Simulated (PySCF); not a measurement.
SMILES O[Si](O)(F)S (H3FO2SSi) at its CAM-B3LYP/def2-SVP optimised geometry (Å):

```
8

O      1.4447    -0.9745     0.0000
Si    -0.1940    -0.9745     0.0000
O     -0.6754    -1.8287    -1.3036
F     -0.7300    -1.6806     1.3514
S     -1.0249     0.9745     0.0000
H      1.9096    -0.4710     0.6764
H     -0.1219    -2.5691    -1.5769
H     -1.9096     0.6665     0.9701
```

Method: CAM-B3LYP/def2-TZVP (PySCF 2.14.0). Cells within 0.4 Å of a nucleus heavier than hydrogen are left out (blank, or x).

Map of the Laplacian of the electron density (e/bohr⁵), clipped to [-1.50, 1.50] on the plane z = 0.0 Å:

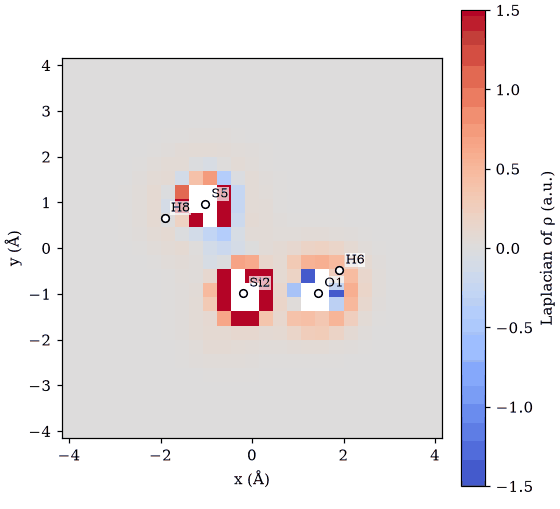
*Laplacian of the electron density (e/bohr⁵), clipped to [-1.50, 1.50] on the plane z = 0.0 Å.*
